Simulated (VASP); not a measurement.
Band structure of ZrS (relaxed from the rock salt structure, space group Fm-3m). Computed with PBEsol GGA, VASP's PBE PAW potentials (set 64) (plane waves; VASP).

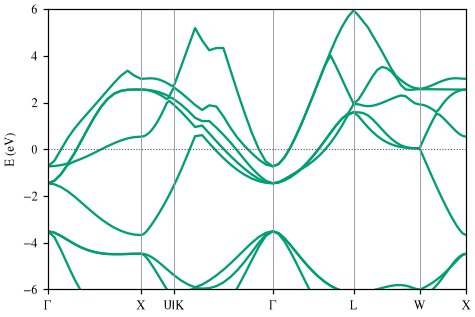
Figure. Bands along high-symmetry lines, zero at the valence-band maximum or, without a gap, the Fermi level

Task: Read the plot: is there a gap, and where are the band edges?

Result: It has no gap at this level: it comes out as a metal or semimetal. (Edges off the drawn lines would not show.)

The structure was generated: ZrS was put into the rock salt type (Fm-3m), which need not be its known phase. It was relaxed first, which changed the volume by -38 %. VASP warned that the highest band is occupied, so more bands are needed.
